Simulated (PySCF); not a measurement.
C₇H₁₁NOSi (SMILES C/C=C(/C#N)O[SiH2]C1CC1)

```xyz
21

C    -3.1931    0.8704   -0.6310
C    -3.0383   -0.1909    0.3990
C    -1.8543   -0.6606    0.8197
C    -1.8189   -1.6749    1.8091
N    -1.7925   -2.4950    2.6104
O    -0.6800   -0.1988    0.3342
Si    0.8506   -0.6430    0.6999
C     1.8223    0.5031   -0.4170
C     3.0846   -0.0028   -1.0581
C     3.1663    0.9956    0.0427
H    -3.7758    0.4946   -1.4719
H    -2.2207    1.1999   -0.9858
H    -3.7309    1.7215   -0.2132
H    -3.9377   -0.6052    0.8307
H     1.1191   -0.4184    2.1231
H     1.0553   -2.0591    0.3832
H     1.2516    1.2062   -1.0123
H     3.3154    0.3182   -2.0633
H     3.3899   -1.0166   -0.8488
H     3.4523    2.0082   -0.2013
H     3.5259    0.6646    1.0051
```

Geometry: GFN2-xTB.

Computed with PBE0/pcSseg-1, SCF density, gas phase, non-relativistic in PySCF 2.14.0.

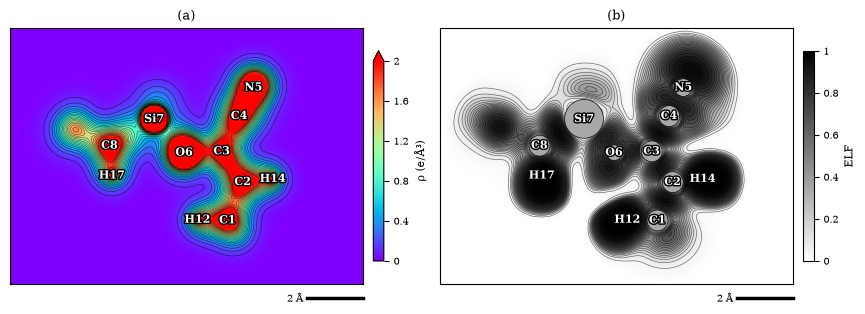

Figure 1. (a) total electron density; (b) ELF on the plane of atoms C3, O6 and Si7. Grey discs cover the atomic cores in the ELF map.

What does the map show?

Answer. The section cuts through C, N, O, Si and H sites.
C–N (1.15 Å): the density is about 3.5 e/Å³ at the midpoint; the ELF peaks at about 0.85 between the atoms (a short, multiple covalent bond).
C–C (1.34 Å): ρ is about 2.3 e/Å³ halfway; the ELF peaks at about 0.95 between the atoms (a multiple bond).
C–O (1.35 Å): ρ is about 2.3 e/Å³ halfway, with its minimum of 2 e/Å³ about 0.5 Å from C; the ELF peaks at about 0.90 between the atoms (a polar covalent bond).
Si–O (1.64 Å): the density is about 1.1 e/Å³ at the midpoint; the ELF peaks at about 0.85 between the atoms (a polar covalent bond).
C–Si (1.87 Å): the density is about 0.97 e/Å³ at the midpoint; the ELF peaks at about 0.95 between the atoms (a shared electron pair).
The ELF also peaks beside O6 and N5, away from the bonds: lone-pair regions.

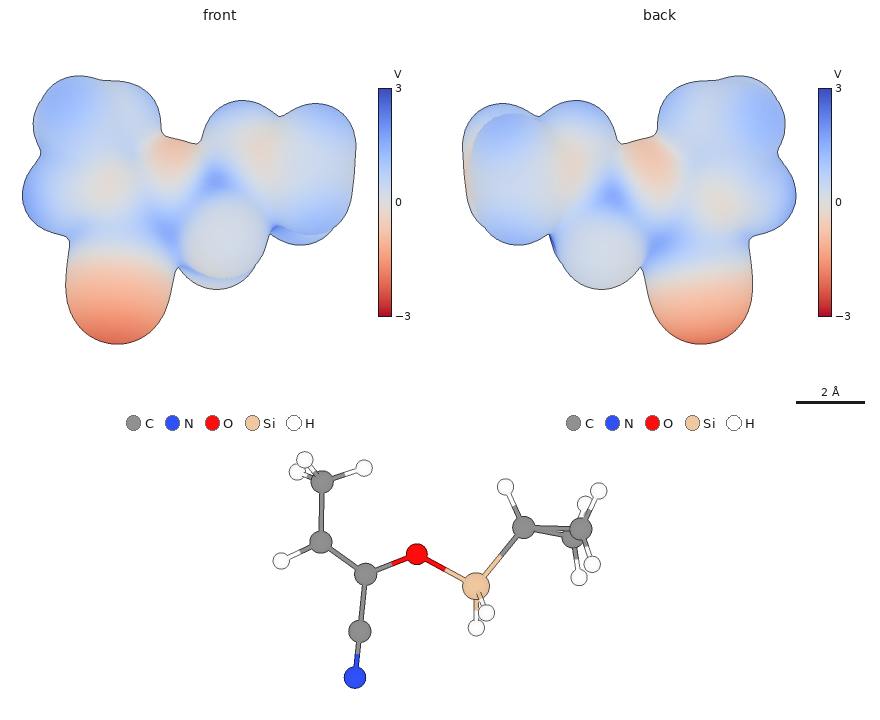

Figure 2. The electrostatic potential painted on the density surface at 0.004 e/bohr³, seen from the front and from behind; the colour scale runs from red (negative) to blue (positive). The bare structure is drawn below in the same view.

Which sites attract a positive test charge, and which a negative one?

Answer. A positive charge is drawn to the negative regions and a negative charge to the positive ones. The most negative region (about −2.0 V) lies over N5, the most positive (about +2.5 V) over Si7. N5 is the likeliest acceptor of a hydrogen bond.

How polar is the molecule by this calculation?

Answer. Its dipole moment is 3.87 D.
